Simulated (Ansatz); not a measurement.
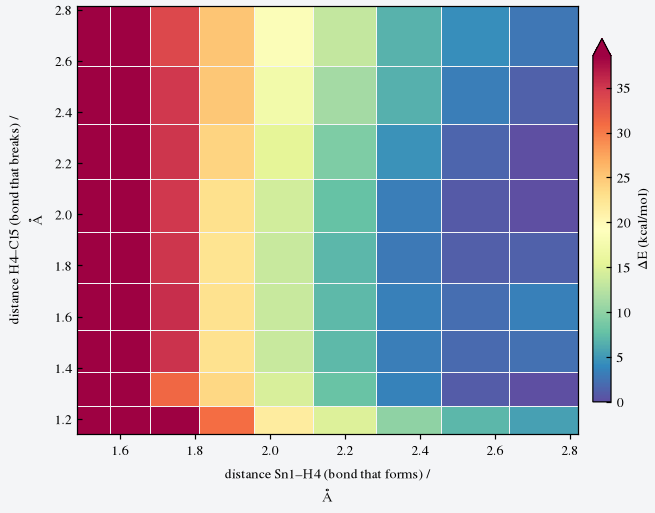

Energy landscape of the reacting system Cl3HSn. 
- First axis: distance Sn1–H4 (bond that forms). Second axis: distance H4–Cl5 (bond that breaks).
- Relaxed at each point: all other coordinates.
- The grid has 9 × 9 points.
- Points are written as (first, second).
- Energies: kcal/mol, counted from the lowest grid point.
- Energies and slopes of some neighbouring points disagree (a jump in structure or state, or too coarse a mesh). The reference is spin-restricted, so regions where a bond is pulled apart into radicals lie too high.
- Method: RKS PBE0-D4/def2-SVP (Ansatz).

Drawn: one coloured cell a grid point, one colour for all values above the top of the scale. 

### What does the map say about the system?

The lowest grid point is at (2.730 Å, 1.308 Å). It lies at the edge of the scanned range, so the true minimum may lie outside. The energy also falls towards the edge at (2.730 Å, 2.031 Å) (0.036 kcal/mol above the lowest), where a further well may lie outside the range. The highest grid point, (1.530 Å, 1.197 Å), lies 68.2 kcal/mol above the lowest.

The values on the grid:

```
second ↓, first →  1.530  1.619  1.742  1.882  2.035  2.197  2.368  2.546  2.730
            2.697   56.6   45.1   33.8   25.2   18.6   13.2    6.7    4.4    2.8
            2.466   60.0   47.5   35.0   25.0   17.2   11.1    6.5    3.3    1.2
            2.244   62.7   49.1   35.1   24.0   15.4    9.2    4.6    1.7    0.1
            2.031   64.5   49.9   35.0   23.0   14.1    7.7    3.3    0.8    0.0
            1.828   66.1   50.8   35.2   22.7   13.4    7.1    3.0    1.1    1.3
            1.637   66.9   51.5   35.6   22.9   13.4    7.1    3.4    2.2    3.5
            1.462   51.7   50.6   35.3   22.8   13.4    7.1    3.3    1.9    2.4
            1.308   56.6   43.5   31.3   23.7   14.5    8.0    3.5    1.0    0.0
            1.197   68.2   53.9   40.1   30.8   21.6   14.8   10.0    7.0    5.4
```

The input of one point:

```yaml
crystal:
  periodic: [false, false, false]
  atoms:
    - { symbol: Sn, position_ang: [1.23099, 0.205104, -0.75191] }
    - { symbol: Cl, position_ang: [1.330225, -2.082066, -0.073251] }
    - { symbol: Cl, position_ang: [-1.152365, 0.198401, -1.42218] }
    - { symbol: H, position_ang: [-1.082007, 0.723528, 0.602411] }
    - { symbol: Cl, position_ang: [-0.326743, 0.955036, 1.644929] }
basis:
  gaussian: { orbitals: def2-SVP }
hamiltonian:
  xc: pbe0
  dispersion: d4
output:
  forces: true
relax:
  f_tol: 0.02
  max_steps: 50
  escape_saddle: false
  constraints: [{ distance: [0, 3] }, { distance: [3, 4] }]
scf:
  lower_state_search: "off"
```

The whole map (81 points run) took 24 min on 1 thread of Arm Neoverse V1, with other jobs on the host.
